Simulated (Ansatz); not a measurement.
# Ni wire along [110], 14 atoms a period: bands by functional and under strain

Aim: is the Ni wire along [110], 14 atoms a period a metal or a semiconductor?

Program: Ansatz 0.2.0. Level of theory: DFT PBE, plane waves, PAW; relaxation of a wire's period, in the first sound run; inputs show where later runs differ. Results are calculated unless marked as measured.

### 1. Set-up

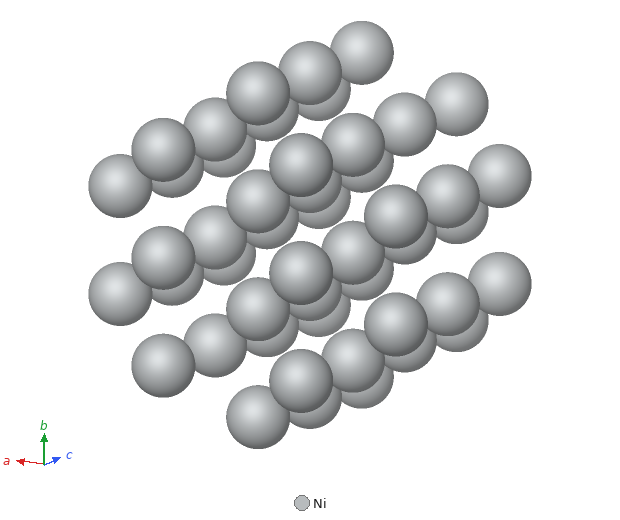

The cell as given, at a slant to the c axis (nickel light grey). 1×1×3 cells are drawn. Some periodic images of atoms are drawn too.

The cell holds 14 atoms: 14 Ni. Its edges and angles: a = 13.840 Å, b = 14.267 Å, c = 2.489 Å, α = 90.0°, β = 90.0°, γ = 90.0°. Vacuum lies along a and b. The structure's axis is c.

Coordinates:

```cif
data_structure
_symmetry_space_group_name_H-M 'P 1'
_symmetry_Int_Tables_number 1
_cell_length_a 13.8400
_cell_length_b 14.2670
_cell_length_c 2.4890
_cell_angle_alpha 90.000
_cell_angle_beta 90.000
_cell_angle_gamma 90.000
_cell_volume 491.47
loop_
_atom_site_label
_atom_site_type_symbol
_atom_site_fract_x
_atom_site_fract_y
_atom_site_fract_z
_atom_site_occupancy
Ni1 Ni 0.37283 0.67446 0.00000 1
Ni2 Ni 0.37283 0.50000 0.00000 1
Ni3 Ni 0.62717 0.67446 0.00000 1
Ni4 Ni 0.62717 0.50000 0.00000 1
Ni5 Ni 0.24566 0.41277 0.50000 1
Ni6 Ni 0.24566 0.58723 0.50000 1
Ni7 Ni 0.50000 0.23831 0.50000 1
Ni8 Ni 0.50000 0.41277 0.50000 1
Ni9 Ni 0.50000 0.58723 0.50000 1
Ni10 Ni 0.50000 0.76169 0.50000 1
Ni11 Ni 0.75434 0.41277 0.50000 1
Ni12 Ni 0.75434 0.58723 0.50000 1
Ni13 Ni 0.37283 0.32554 0.00000 1
Ni14 Ni 0.62717 0.32554 0.00000 1
```

### 2. The relaxed wire

Band widths follow the bond lengths, so the wire is relaxed first. The atoms and the third cell vector are free; the box across stays fixed as vacuum. Moments are seeded so that a magnetic state can form if it lies lower. A Fermi-Dirac smearing is set since the result may be a metal. The pressure printed is a third of the stress's trace over the whole box, vacuum included; only the stress along the axis is relaxed.

input.yaml

```yaml
crystal:
  lattice:
    - [13.84, 0.0, 0.0]
    - [0.0, 14.267, 0.0]
    - [0.0, 0.0, 2.4890158698]
  atoms:
    - { symbol: Ni, position: [0.37283237, 0.674461322, 0.0], spin: 0.8 }
    - { symbol: Ni, position: [0.37283237, 0.500001669, 0.0], spin: 0.8 }
    - { symbol: Ni, position: [0.62716763, 0.674461322, 0.0], spin: 0.8 }
    - { symbol: Ni, position: [0.62716763, 0.500001669, 0.0], spin: 0.8 }
    - { symbol: Ni, position: [0.24566474, 0.412771842, 0.5], spin: 0.8 }
    - { symbol: Ni, position: [0.24566474, 0.587231495, 0.5], spin: 0.8 }
    - { symbol: Ni, position: [0.5, 0.238312189, 0.5], spin: 0.8 }
    - { symbol: Ni, position: [0.5, 0.412771842, 0.5], spin: 0.8 }
    - { symbol: Ni, position: [0.5, 0.587231495, 0.5], spin: 0.8 }
    - { symbol: Ni, position: [0.5, 0.761691148, 0.5], spin: 0.8 }
    - { symbol: Ni, position: [0.75433526, 0.412771842, 0.5], spin: 0.8 }
    - { symbol: Ni, position: [0.75433526, 0.587231495, 0.5], spin: 0.8 }
    - { symbol: Ni, position: [0.37283237, 0.325542015, 0.0], spin: 0.8 }
    - { symbol: Ni, position: [0.62716763, 0.325542015, 0.0], spin: 0.8 }
magnetization:
  spin_polarized: true
kpoints:
  mp_grid: { grid: [1, 1, 33] }
scf:
  occupations: { method: fermi_dirac, width: 0.05 }
hamiltonian:
  xc: pbe
relax:
  cell: { fix: [a, b, alpha, beta, gamma] }
  max_steps: 60
```

Run with:

```bash
$ ansatz run input.yaml --threads 4 --pin off --max-ram 16384MiB --backend cpu --events-out ev --progress --plain --runs-dir out
```

Numbers of over 12 decimals in the logs are rounded to 6 here.

The program printed:

```text
Engine: ansatz 0.2.0, aarch64-unknown-linux-gnu
Pseudopotentials: kind: paw
Pseudopotential: Ni, paw, valence charge 18, recommended cutoff 420 eV (normal), Ni.paw.azcp
Functional definition: PBE
  parameter kappa = 0.804
  parameter beta = 0.066725
  exchange = pbe_x(kappa = kappa, mu = beta*pi^2/3)
  correlation = pbe_c(beta = beta)
Crystal: 14 atoms, lattice volume = 491.469 Å³
Basis set: ecut = 420 eV, 9593 PW (Γ), exchange–correlation on 192×192×36 points (8 copies of the dense FFT grid, shifted against one another)
Bands: 158, of which v1, the nominal top of the filled ones, is band 126 counted from 1 (125 counted from 0)
Symmetry: 8 space group operations
Space group: Pmmm (ITA 47), of the structure as read, at distance tolerance 7.9e-5 Å
Magnetic group: BNS 47.249 (UNI 347), of the structure as read, at distance tolerance 7.9e-5 Å
k-points: 17 of 33
Non-local potential: Ni, projectors of the file, l = 0: 3, l = 1: 2, l = 2: 3, l = 3: 1
PAW form: soft (Blöchl's): semilocal exchange-correlation on the pseudo side does not see the compensation charge
PAW one-centre angular grid: Ni, 590 points (default); XC on 64 Gauss nodes
Initial density: superposition of atomic densities (neutral atoms: chi_scale 0, normalization atom)
Starting moments: Σ|m| = 11.2 μB on 14 of 14 sites
Initial wavefunctions: pseudopotential atomic-orbital guess
Functional: x = pbe(κ = 0.804, μ = 0.219515), c = pbe(β = 0.066725)
SCF iter   1: F=—  HF=-81731.851644 eV  |F-HF|=—  |Δ(HF+E_count)|=         —  Δρ=1.99e-2 (↑1.97e-2 ↓1.99e-2)  dr2=1.90e1  dr2_m=8.32e-1  M=11.550 μB ∫|m|=12.139 μB  β_m=0.30  ethr=3.10e-3  ⟨swp⟩=8.5  Hψ=24636  notcnv=0  defer=208
Mixer restart at iter 1: flushing history
preconditioner: auto → LDOS  [metal: Δε(μ)=0.004 eV  Ē_g=6.455 eV  σ=0.050 eV  W_gap=0.02  n_scr=96 (ndim 8)  ℏωp=19.8 eV  f_vac=0.577  D(μ)=34.52/eV (n_scr^D=392)]
spin=Collinear: LDOS preconditioning applied to the charge; magnetization (m = ρ↑ − ρ↓) channel mixes plain (no charge-response kernel on spin).
SCF iter   2: F=—  HF=-81734.989099 eV  |F-HF|=—  |Δ(HF+E_count)|=    3.14e0  Δρ=2.07e-2 (↑2.07e-2 ↓9.84e-3)  dr2=4.54e0  dr2_m=4.03e-1  M=11.324 μB ∫|m|=12.137 μB  β_m=0.37  ethr=3.10e-3  ⟨swp⟩=2.1  Hψ=8932  notcnv=0  defer=536
SCF iter   3: F=—  HF=-81741.716418 eV  |F-HF|=—  |Δ(HF+E_count)|=    6.73e0  Δρ=7.07e-3 (↑6.46e-3 ↓7.07e-3)  dr2=4.72e-1  dr2_m=1.37e-1  M=11.228 μB ∫|m|=12.267 μB  β_m=0.42  ethr=1.80e-3  ⟨swp⟩=2.9  Hψ=8830  notcnv=0  defer=536
SCF iter   4: F=—  HF=-81744.780033 eV  |F-HF|=—  |Δ(HF+E_count)|=    3.06e0  Δρ=5.62e-3 (↑5.62e-3 ↓4.50e-3)  dr2=3.47e-1  dr2_m=1.74e-2  M=10.914 μB ∫|m|=12.151 μB  β_m=0.71  ethr=1.87e-4  ⟨swp⟩=3.0  Hψ=8586  notcnv=0  defer=541
SCF iter   5: F=—  HF=-81746.204333 eV  |F-HF|=—  |Δ(HF+E_count)|=    1.42e0  Δρ=4.14e-3 (↑3.02e-3 ↓4.14e-3)  dr2=1.31e-1  dr2_m=2.17e-2  M=10.447 μB ∫|m|=11.909 μB  β_m=0.72  ethr=1.38e-4  ⟨swp⟩=3.3  Hψ=10636  notcnv=0  defer=553
SCF iter   6: F=—  HF=-81746.212905 eV  |F-HF|=—  |Δ(HF+E_count)|=         —  Δρ=5.43e-3 (↑1.12e-3 ↓5.43e-3)  dr2=8.80e-2  dr2_m=4.42e-2  M=10.135 μB ∫|m|=11.564 μB  β_m=0.72  ethr=5.20e-5  ⟨swp⟩=2.0  Hψ=8535  notcnv=0  defer=588
SCF iter   7: F=—  HF=-81746.203742 eV  |F-HF|=—  |Δ(HF+E_count)|=   9.16e-3  Δρ=2.21e-3 (↑8.31e-4 ↓2.21e-3)  dr2=2.46e-2  dr2_m=5.05e-3  M=10.149 μB ∫|m|=11.551 μB  β_m=0.83  ethr=3.49e-5  ⟨swp⟩=2.0  Hψ=7030  notcnv=0  defer=588
SCF iter   8: F=—  HF=-81746.214978 eV  |F-HF|=—  |Δ(HF+E_count)|=   1.12e-2  Δρ=1.29e-3 (↑7.97e-4 ↓1.29e-3)  dr2=1.49e-2  dr2_m=3.87e-4  M=10.113 μB ∫|m|=11.511 μB  β_m=0.67  ethr=9.77e-6  ⟨swp⟩=2.0  Hψ=9529  notcnv=0  defer=588
SCF iter   9: F=—  HF=-81746.212136 eV  |F-HF|=—  |Δ(HF+E_count)|=   2.84e-3  Δρ=2.29e-4 (↑1.45e-4 ↓2.29e-4)  dr2=3.80e-4  dr2_m=2.61e-5  M=10.108 μB ∫|m|=11.509 μB  β_m=0.68  ethr=5.92e-6  ⟨swp⟩=2.0  Hψ=8228  notcnv=0  defer=588
SCF iter  10: F=—  HF=-81746.212123 eV  |F-HF|=—  |Δ(HF+E_count)|=   1.29e-5  Δρ=1.04e-4 (↑4.84e-5 ↓1.04e-4)  dr2=4.93e-5  dr2_m=1.31e-5  M=10.109 μB ∫|m|=11.508 μB  β_m=0.66  ethr=1.51e-7  ⟨swp⟩=2.6  Hψ=8367  notcnv=0  defer=588
SCF iter  11: F=—  HF=-81746.212126 eV  |F-HF|=—  |Δ(HF+E_count)|=   3.22e-6  Δρ=5.32e-5 (↑2.05e-5 ↓5.32e-5)  dr2=7.37e-6  dr2_m=4.20e-6  M=10.109 μB ∫|m|=11.507 μB  β_m=0.83  ethr=1.96e-8  ⟨swp⟩=2.0  Hψ=7786  notcnv=0  defer=588
SCF iter  12: F=—  HF=-81746.212133 eV  |F-HF|=—  |Δ(HF+E_count)|=   6.87e-6  Δρ=4.86e-5 (↑2.48e-5 ↓4.86e-5)  dr2=1.39e-5  dr2_m=1.16e-6  M=10.109 μB ∫|m|=11.505 μB  β_m=0.83  ethr=2.92e-9  ⟨swp⟩=2.1  Hψ=9774  notcnv=0  defer=588
SCF iter  13: F=—  HF=-81746.212130 eV  |F-HF|=—  |Δ(HF+E_count)|=   2.65e-6  Δρ=1.69e-5 (↑7.94e-6 ↓1.69e-5)  dr2=1.46e-6  dr2_m=1.97e-7  M=10.109 μB ∫|m|=11.505 μB  β_m=0.88  ethr=2.92e-9  ⟨swp⟩=2.2  Hψ=9456  notcnv=0  defer=588
SCF iter  14: F=—  HF=-81746.212131 eV  |F-HF|=—  |Δ(HF+E_count)|=   4.06e-7  Δρ=1.17e-5 (↑8.62e-6 ↓1.17e-5)  dr2=1.34e-6  dr2_m=4.61e-8  M=10.109 μB ∫|m|=11.505 μB  β_m=0.66  ethr=5.80e-10  ⟨swp⟩=3.0  Hψ=11221  notcnv=0  defer=588
SCF iter  15: F=—  HF=-81746.212130 eV  |F-HF|=—  |Δ(HF+E_count)|=   3.40e-7  Δρ=3.36e-6 (↑1.47e-6 ↓3.36e-6)  dr2=8.18e-8  dr2_m=1.10e-8  M=10.109 μB ∫|m|=11.505 μB  β_m=0.69  ethr=5.32e-10  ⟨swp⟩=2.0  Hψ=7644  notcnv=0  defer=588
SCF iter  16: F=—  HF=-81746.212130 eV  |F-HF|=—  |Δ(HF+E_count)|=   1.52e-8  Δρ=3.88e-6 (↑1.95e-6 ↓3.88e-6)  dr2=1.42e-7  dr2_m=9.90e-9  M=10.109 μB ∫|m|=11.505 μB  β_m=0.57  ethr=3.24e-11  ⟨swp⟩=2.1  Hψ=8271  notcnv=0  defer=588
SCF iter  17: F=-81746.212130 eV  HF=-81746.212130 eV  |F-HF|=2.80e-8  |Δ(HF+E_count)|=   9.42e-9  Δρ=1.99e-6 (↑5.78e-7 ↓1.99e-6)  dr2=3.29e-8  dr2_m=3.76e-9  M=10.109 μB ∫|m|=11.505 μB  ethr=3.24e-11  ⟨swp⟩=2.8  Hψ=17973  notcnv=0
SCF 1 converged in 17 iterations: F = -81746.212130 eV  dr2 = 3.29e-8
  greatest PAW one-centre occupation: 1.001 electrons in one spin orbital (limit 2), on the Ni atom at site 11 (counted from 0), in its partial waves of l = 1
relax step   1: F+E_penalty+E_count = -81746.21213031 eV  Δ(F+E_penalty+E_count) = +0.000e0 eV  max|allowed force component| = 7.478e-1 eV/Å  Δτ_max = 0.0000 Å  P = -2.772 GPa  Ω = 491.469 Å³  fix = [a, b, alpha, beta, gamma]  reactions: a -2.426, b -2.284 GPa  (17 SCF iters, dr2 threshold 1.00e-7 eV, accepted)
Crystal: 14 atoms, lattice volume = 485.538 Å³
Basis set: ecut = 420 eV, 9453 PW (Γ), exchange–correlation on 192×192×36 points (8 copies of the dense FFT grid, shifted against one another)
Initial density: handed on by an earlier stage of this run
[...]
Initial wavefunctions: pseudopotential atomic-orbital guess (no wavefunctions were taken with the density)
iter 1 solved again at ethr=2.42e-6 eV; its pass at ethr=3.10e-3 eV (dr2=6.09e-3 eV) is discarded
SCF iter   1: F=—  HF=-81746.552982 eV  |F-HF|=—  |Δ(HF+E_count)|=         —  Δρ=7.18e-5 (↑2.81e-5 ↓7.18e-5)  dr2=3.16e-5  dr2_m=2.63e-6  M=9.805 μB ∫|m|=11.149 μB  β_m=0.65  ethr=2.42e-6  ⟨swp⟩=3.7  Hψ=37624  notcnv=0
eigensolver tolerance schedule: the retry pair's looser diagonalisation over-reported the residual by 191.77 of it (diagonalisation noise at 0.18 of the residual, at the tolerance the schedule requests for it); recorded, not acted on — ethr = c·dr2/N_el stays at c = 1.0e-1
preconditioner: auto → LDOS  [metal: Δε(μ)=0.005 eV  Ē_g=6.507 eV  σ=0.050 eV  W_gap=0.02  n_scr=36 (ndim 8)  ℏωp=20.1 eV  f_vac=0.607  D(μ)=28.37/eV (n_scr^D=302)]
spin=Collinear: LDOS preconditioning applied to the charge; magnetization (m = ρ↑ − ρ↓) channel mixes plain (no charge-response kernel on spin).
SCF iter   2: F=—  HF=-81746.553405 eV  |F-HF|=—  |Δ(HF+E_count)|=   4.23e-4  Δρ=1.55e-5 (↑1.55e-5 ↓1.55e-5)  dr2=1.15e-5  dr2_m=3.68e-8  M=9.803 μB ∫|m|=11.148 μB  β_m=0.55  ethr=1.25e-8  ⟨swp⟩=2.8  Hψ=10757  notcnv=0
SCF iter   3: F=—  HF=-81746.553406 eV  |F-HF|=—  |Δ(HF+E_count)|=   1.12e-6  Δρ=1.97e-5 (↑1.97e-5 ↓1.04e-5)  dr2=2.25e-6  dr2_m=3.13e-7  M=9.802 μB ∫|m|=11.147 μB  β_m=0.52  ethr=4.56e-9  ⟨swp⟩=2.0  Hψ=7309  notcnv=0
SCF iter   4: F=—  HF=-81746.553407 eV  |F-HF|=—  |Δ(HF+E_count)|=   6.02e-7  Δρ=1.30e-5 (↑6.06e-6 ↓1.30e-5)  dr2=1.29e-6  dr2_m=2.43e-7  M=9.802 μB ∫|m|=11.146 μB  β_m=0.52  ethr=8.94e-10  ⟨swp⟩=2.1  Hψ=8310  notcnv=0
SCF iter   5: F=—  HF=-81746.553408 eV  |F-HF|=—  |Δ(HF+E_count)|=   7.42e-7  Δρ=6.80e-6 (↑6.80e-6 ↓1.55e-6)  dr2=2.48e-7  dr2_m=4.46e-8  M=9.801 μB ∫|m|=11.146 μB  β_m=0.52  ethr=5.11e-10  ⟨swp⟩=2.2  Hψ=8471  notcnv=0
SCF iter   6: F=—  HF=-81746.553408 eV  |F-HF|=—  |Δ(HF+E_count)|=   6.21e-8  Δρ=2.53e-6 (↑8.28e-7 ↓2.53e-6)  dr2=1.75e-8  dr2_m=9.13e-9  M=9.801 μB ∫|m|=11.146 μB  β_m=0.57  ethr=9.82e-11  ⟨swp⟩=2.0  Hψ=7542  notcnv=0
SCF iter   7: F=—  HF=-81746.553408 eV  |F-HF|=—  |Δ(HF+E_count)|=   1.31e-9  Δρ=6.68e-7 (↑6.68e-7 ↓5.96e-7)  dr2=4.33e-9  dr2_m=6.74e-10  M=9.801 μB ∫|m|=11.145 μB  β_m=0.56  ethr=6.95e-12  ⟨swp⟩=2.1  Hψ=8206  notcnv=0
SCF iter   8: F=—  HF=-81746.553408 eV  |F-HF|=—  |Δ(HF+E_count)|=  4.80e-10  Δρ=3.41e-7 (↑2.93e-7 ↓3.41e-7)  dr2=7.89e-10  dr2_m=2.07e-10  M=9.801 μB ∫|m|=11.145 μB  β_m=0.57  ethr=1.72e-12  ⟨swp⟩=2.5  Hψ=8399  notcnv=0
SCF iter   9: F=—  HF=-81746.553408 eV  |F-HF|=—  |Δ(HF+E_count)|=  2.33e-10  Δρ=1.44e-7 (↑1.44e-7 ↓1.14e-7)  dr2=6.08e-11  dr2_m=6.15e-11  M=9.801 μB ∫|m|=11.145 μB  β_m=0.79  ethr=1.00e-12  ⟨swp⟩=1.9  Hψ=7131  notcnv=0
SCF iter  10: F=—  HF=-81746.553408 eV  |F-HF|=—  |Δ(HF+E_count)|=  2.91e-11  Δρ=7.28e-8 (↑7.28e-8 ↓7.14e-8)  dr2=4.45e-11  dr2_m=1.34e-11  M=9.801 μB ∫|m|=11.145 μB  β_m=0.81  ethr=1.00e-12  ⟨swp⟩=1.0  Hψ=5373  notcnv=0
SCF iter  11: F=-81746.553408 eV  HF=-81746.553408 eV  |F-HF|=4.37e-10  |Δ(HF+E_count)|=  3.06e-10  Δρ=1.19e-7 (↑3.46e-8 ↓1.19e-7)  dr2=9.12e-11  dr2_m=9.19e-12  M=9.801 μB ∫|m|=11.145 μB  ethr=1.00e-12  ⟨swp⟩=3.1  Hψ=17771  notcnv=0
SCF 6 converged in 11 iterations: F = -81746.553408 eV  dr2 = 9.12e-11
relax step   6: F+E_penalty+E_count = -81746.55340789 eV  Δ(F+E_penalty+E_count) = +2.165e-3 eV  max|allowed force component| = 8.530e-4 eV/Å  Δτ_max = 0.0000 Å  P = -0.009 GPa  Ω = 478.777 Å³  fix = [a, b, alpha, beta, gamma]  reactions: a -0.017, b -0.025 GPa  stress off target by 1.69e-2 GPa on what of the cell is left free  SCF on the basis re-selected at this cell (its energy is not comparable with the rows above)  (11 SCF iters)
basis re-selected at this cell: Δ(F+E_penalty+E_count) = +2.165e-3 eV, ΔP = +0.008 GPa vs the last step (what re-selecting the basis moved, of the pressure what is left beyond the Pulay correction that the steps carried, after the strain that the cell walked since its last selection, with what the two solves' SCF thresholds leave and, on support functions, any second-order correction that the steps lacked; it is no m [...]
SCF converged after 11 iterations
Magnetization: 9.8010 μB (130.9005 up, 121.0995 down)
Absolute magnetization: 11.1557 μB (∫|ρ↑−ρ↓|, with the PAW one-centre terms)
Spin contamination: 0.1445 ħ² per cell (⟨S²⟩ above its minimum at these occupations)
Per-site moments (μB) at R_I (Å): [(0.729744, 0.998839), (0.735389, 0.995426), (0.729744, 0.998839), (0.735389, 0.995426), (0.752381, 0.995426), (0.752381, 0.995426), (0.735866, 0.983177), (0.730642, 0.983177), (0.730642, 0.983177), (0.735866, 0.983177), (0.752381, 0.995426), (0.752381, 0.995426), (0.729744, 0.998839), (0.729744, 0.998839)]
Free energy (F): -81746.553408 eV
Harris-Foulkes:  -81746.553408 eV  (|F-HF|=4.37e-10)
Internal energy: -81746.322827 eV  (E = F + TS)
E sigma→0 (E₀):  -81746.438118 eV
Entropy (-TS):   -0.230581 eV (-16.470 meV/atom)
Fermi energy:    2.651627 eV
--- Per-component energies (eV) ---
  E_band       = -7840.705418
  E_kinetic    = 3947.597157
  E_local      = -255467.341622  (includes V_loc(G=0)·N_el)
  E_nonlocal   = 8933.899472
  E_hartree    = 121830.310651
  E_xc         = -1172.758340
  E_vxc        = -1510.747213  (∫ρ·V_xc dr)
  E_paw        = -22844.519378  (= ΣΔE_a)
  E_vpaw       = -7404.741441  (= ΣTr[D̂ρ^β])
  E_aug_tail   = 0.007625  (compensation charges beyond the density's cutoff)
  E_ewald      = 63026.481607
  E_smearing   = -0.230581  (= −TS)
  E_closure    = -0.000000  (closes the sum)
  Σ components = -81746.553408   (vs F -81746.553408, Δ=0.00e0)
--- Forces (eV/Å), atoms counted from 1 ---
  atom   1  Ni    -0.00023603    -0.00010300     0.00000000
  atom   2  Ni     0.00050348     0.00000000    -0.00000000
  atom   3  Ni     0.00023603    -0.00010300     0.00000000
  atom   4  Ni    -0.00050348     0.00000000     0.00000000
  atom   5  Ni     0.00008204     0.00083618    -0.00000000
  atom   6  Ni     0.00008204    -0.00083618     0.00000000
  atom   7  Ni     0.00000000     0.00072999    -0.00000000
  atom   8  Ni     0.00000000    -0.00085303     0.00000000
  atom   9  Ni     0.00000000     0.00085303    -0.00000000
  atom  10  Ni     0.00000000    -0.00072999     0.00000000
  atom  11  Ni    -0.00008204     0.00083618    -0.00000000
  atom  12  Ni    -0.00008204    -0.00083618    -0.00000000
  atom  13  Ni    -0.00023603     0.00010300    -0.00000000
  atom  14  Ni     0.00023603     0.00010300    -0.00000000
  max |Σ_I F_I| component: 5.42e-20 eV/Å
--- Stress (GPa, compression-positive) ---
       -0.017075       0.000000      -0.000000
        0.000000      -0.025473      -0.000000
       -0.000000      -0.000000       0.016878
  P = ⅓ Tr σ = -0.0086 GPa (-0.086 kbar)
--- Relaxed structure (5 steps of the walk, 5 accepted, 1 SCFs on fresh bases) ---
  F+E_penalty+E_count = -81746.55340789 eV   max|allowed force component| = 8.530e-4 eV/Å   (the final SCF, on the basis selected at the relaxed cell)
  cell:  # Å, volume = 478.7772 Å³
    - [13.84, 0, 0]
    - [0, 14.267, 0]
    - [0, 0, 2.424738]
  atoms:
    - { symbol: Ni, position: [0.371697, 0.674032, 0] }
    - { symbol: Ni, position: [0.372514, 0.5, 0] }
    - { symbol: Ni, position: [0.628303, 0.674032, 0] }
    - { symbol: Ni, position: [0.627486, 0.5, 0] }
    - { symbol: Ni, position: [0.250513, 0.414085, 0.5] }
    - { symbol: Ni, position: [0.250513, 0.585915, 0.5] }
    - { symbol: Ni, position: [0.5, 0.246526, 0.5] }
    - { symbol: Ni, position: [0.5, 0.413587, 0.5] }
    - { symbol: Ni, position: [0.5, 0.586413, 0.5] }
    - { symbol: Ni, position: [0.5, 0.753474, 0.5] }
    - { symbol: Ni, position: [0.749487, 0.414085, 0.5] }
    - { symbol: Ni, position: [0.749487, 0.585915, 0.5] }
    - { symbol: Ni, position: [0.371697, 0.325968, 0] }
    - { symbol: Ni, position: [0.628303, 0.325968, 0] }
```

It took 7.5 min on 4 threads of Arm Neoverse V2, shared host; peak memory 2.8 GiB; 30 min of CPU time.

(Continued in part 2 of 4.)

[Logs are printed without paths, hosts, clocks, repeated set-up lines and the standing remarks that a program may print on its own settings, such as how far it seeks lower states.]

[Hosts, paths, dates, database ids (printed as entryN), source tags and the programs' standing remarks are cut or masked in the printed files.]
